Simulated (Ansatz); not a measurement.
**Two runs on SiNH8OF**

System: SiNH8OF.
Method of run 1: RKS wB97M-V/def2-TZVPP (Ansatz 0.2.0).

The geometry comes from this level: PBE0-D4/def2-TZVP. Text and figures count atoms from 1; the logs count them from 0 in places.

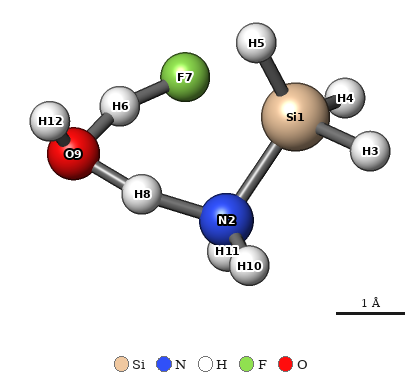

Fig. 1: The structure (ball-and-stick view, seen at a tilt; atoms are numbered from 1 in the order of the input).

The input, run 1:
```yaml
crystal:
  periodic: [false, false, false]
  atoms:
    - {symbol: Si, position_ang: [-1.024717, 0.492437, -0.686844]}
    - {symbol: N, position_ang: [0.218838, -0.846594, -0.606115]}
    - {symbol: H, position_ang: [-1.162133, 0.519384, -2.191086]}
    - {symbol: H, position_ang: [-2.390497, 0.144062, -0.248947]}
    - {symbol: H, position_ang: [-0.445907, 1.828782, -0.422675]}
    - {symbol: H, position_ang: [0.427095, 0.207542, 1.567638]}
    - {symbol: F, position_ang: [-0.732620, 0.348934, 1.433087]}
    - {symbol: H, position_ang: [1.104641, -0.483410, 0.285364]}
    - {symbol: O, position_ang: [1.528031, -0.106736, 1.336549]}
    - {symbol: H, position_ang: [0.572807, -1.088119, -1.523962]}
    - {symbol: H, position_ang: [-0.182649, -1.685983, -0.199482]}
    - {symbol: H, position_ang: [2.087213, 0.669803, 1.256472]}
basis:
  gaussian: {orbitals: def2-TZVPP}
hamiltonian: {xc: {name: wB97M-V}}
```

Launched with:
```bash
ansatz run in.yaml --threads 4 --pin off --events-out ev --progress --plain --max-ram 9574MiB
```

Hardware: 4 threads of Arm Neoverse V2, 23 GiB of memory available, shared host.

Output (run 1):
```
Functional definition: wB97M-V
  parameter omega = 0.3/bohr
  parameter cx = 0.15
  parameter cx01 = 1.007
  parameter cx10 = 0.259
  parameter css00 = 0.443
  parameter css04 = -1.437
  parameter css10 = -4.535
  parameter css20 = -3.390
  parameter css43 = 4.278
  parameter cos00 = 1.000
  parameter cos10 = 1.358
  parameter cos20 = 2.924
  parameter cos21 = -8.812
  parameter cos60 = -1.390
  parameter cos61 = 9.142
  parameter b = 6.0
  parameter c = 0.01
  gx(w, u) = 1 - cx + cx01*u + cx10*w
  gss(w, u) = css00 + css04*u^4 + css10*w + css20*w^2 + css43*w^4*u^3
  gos(w, u) = cos00 + cos10*w + (cos20 + cos21*u)*w^2 + (cos60 + cos61*u)*w^6
  exchange = spin_sum(e_x_unif_sr(omega)*gx(b97_w, b97_u_x)) + cx*exact_x_sr(omega) + exact_x_lr(omega)
  correlation = spin_sum(e_c_pw_mod_same_spin*gss(b97_w, b97_u_same))
      + integral(e_c_pw_mod_opposite_spin*gos(b97_w_opposite, b97_u_opposite)) + vv10(b, c)
1225 factors; their error is unknown
304 factors; integrals over basis functions are off by at most 1.1e-5 eV
mean field evaluation 1: about -14256.9366 eV, gradient 6.0e1 eV
mean field evaluation 2: about -14257.6000 eV, gradient 5.9e1 eV
mean field evaluation 4: about -14262.7726 eV, gradient 2.0e0 eV
mean field evaluation 8: about -14262.7944 eV, gradient 6.7e-2 eV
mean field -14262.79437904 eV, -524.1480257605 hartree, gradient 3.1e-5 eV, S^2 0.000000; 0 other end points of the search recorded, 0 dependent functions left out
reference -14262.79442736 eV, -524.1480275361 hartree; 23, 23 occupied and 224, 224 virtual orbitals, 1225 factors
Total energy: -14262.79442736 eV, -524.1480275361 hartree
```

The input of run 2 differs as follows (lines with − go, lines with + come):
```diff
-    - {symbol: Si, position_ang: [-1.024717, 0.492437, -0.686844]}
-    - {symbol: N, position_ang: [0.218838, -0.846594, -0.606115]}
-    - {symbol: H, position_ang: [-1.162133, 0.519384, -2.191086]}
-    - {symbol: H, position_ang: [-2.390497, 0.144062, -0.248947]}
-    - {symbol: H, position_ang: [-0.445907, 1.828782, -0.422675]}
-    - {symbol: H, position_ang: [0.427095, 0.207542, 1.567638]}
-    - {symbol: F, position_ang: [-0.732620, 0.348934, 1.433087]}
-    - {symbol: H, position_ang: [1.104641, -0.483410, 0.285364]}
-    - {symbol: O, position_ang: [1.528031, -0.106736, 1.336549]}
-    - {symbol: H, position_ang: [0.572807, -1.088119, -1.523962]}
-    - {symbol: H, position_ang: [-0.182649, -1.685983, -0.199482]}
-    - {symbol: H, position_ang: [2.087213, 0.669803, 1.256472]}
+    - {symbol: Si, position_ang: [-1.142286, 0.559496, -1.315804]}
+    - {symbol: N, position_ang: [-0.241220, -0.698114, -0.518525]}
+    - {symbol: H, position_ang: [-0.480576, 0.809581, -2.621270]}
+    - {symbol: H, position_ang: [-2.575455, 0.241912, -1.564632]}
+    - {symbol: H, position_ang: [-1.068496, 1.771697, -0.462519]}
+    - {symbol: H, position_ang: [0.781983, -0.390456, 2.129406]}
+    - {symbol: F, position_ang: [-0.036275, -0.713410, 2.510103]}
+    - {symbol: H, position_ang: [1.337563, -0.103551, 0.314622]}
+    - {symbol: O, position_ang: [1.910800, 0.049420, 1.101072]}
+    - {symbol: H, position_ang: [-0.062393, -1.529398, -1.065922]}
+    - {symbol: H, position_ang: [-0.580320, -0.974213, 0.399544]}
+    - {symbol: H, position_ang: [2.156776, 0.977137, 1.093924]}
```

Predict how the results change.

With the same method and basis, run 2 lies 13.8 kcal/mol lower.

Output (run 2):
```
Functional definition: wB97M-V
  parameter omega = 0.3/bohr
  parameter cx = 0.15
  parameter cx01 = 1.007
  parameter cx10 = 0.259
  parameter css00 = 0.443
  parameter css04 = -1.437
  parameter css10 = -4.535
  parameter css20 = -3.390
  parameter css43 = 4.278
  parameter cos00 = 1.000
  parameter cos10 = 1.358
  parameter cos20 = 2.924
  parameter cos21 = -8.812
  parameter cos60 = -1.390
  parameter cos61 = 9.142
  parameter b = 6.0
  parameter c = 0.01
  gx(w, u) = 1 - cx + cx01*u + cx10*w
  gss(w, u) = css00 + css04*u^4 + css10*w + css20*w^2 + css43*w^4*u^3
  gos(w, u) = cos00 + cos10*w + (cos20 + cos21*u)*w^2 + (cos60 + cos61*u)*w^6
  exchange = spin_sum(e_x_unif_sr(omega)*gx(b97_w, b97_u_x)) + cx*exact_x_sr(omega) + exact_x_lr(omega)
  correlation = spin_sum(e_c_pw_mod_same_spin*gss(b97_w, b97_u_same))
      + integral(e_c_pw_mod_opposite_spin*gos(b97_w_opposite, b97_u_opposite)) + vv10(b, c)
1225 factors; their error is unknown
304 factors; integrals over basis functions are off by at most 1.0e-5 eV
mean field evaluation 1: about -14256.7178 eV, gradient 6.4e1 eV
mean field evaluation 2: about -14257.1908 eV, gradient 6.3e1 eV
mean field evaluation 4: about -14263.3702 eV, gradient 7.1e-1 eV
mean field evaluation 8: about -14263.3907 eV, gradient 3.6e-2 eV
mean field evaluation 16: about -14263.3907 eV, gradient 1.6e-5 eV
mean field -14263.39070147 eV, -524.1699402054 hartree, gradient 1.6e-5 eV, S^2 0.000000; 0 other end points of the search recorded, 0 dependent functions left out
reference -14263.39075203 eV, -524.1699420636 hartree; 23, 23 occupied and 224, 224 virtual orbitals, 1225 factors
Total energy: -14263.39075203 eV, -524.1699420636 hartree
```

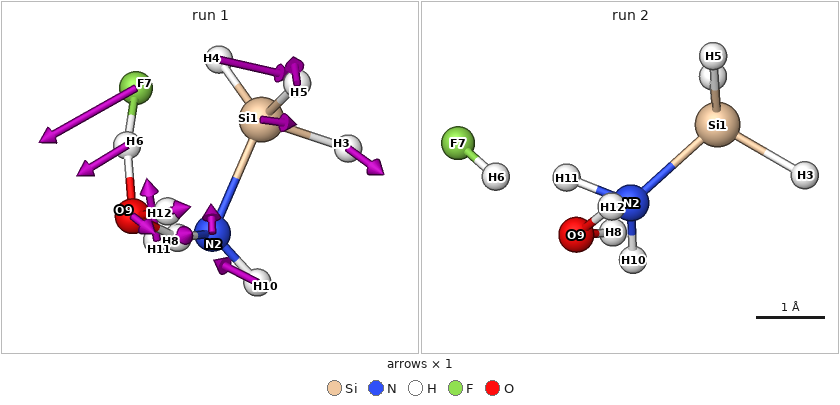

Fig. 2: The two input geometries at one scale (ball-and-stick view, seen at a tilt). The pink arrows on the first give the shifts of the atoms after the best rigid fit, at true length. The largest move after the best rigid fit is that of F7, 1.70 Å. By element the largest moves are F 1.70 Å, H 1.28 Å, Si 0.62 Å, O 0.52 Å, N 0.50 Å. Among the contacts that change: N2–H8 1.308 → 1.882 Å, H6–O9 1.168 → 1.589 Å, H6–F7 1.176 → 0.959 Å, H8–O9 1.194 → 0.985 Å.

The two runs side by side:

```csv
quantity,run 1,run 2
outcome,converged,converged
total energy (hartree),−524.148028,−524.169942
basis functions,247,247
wall time (shared host),6 s,5.5 s
```
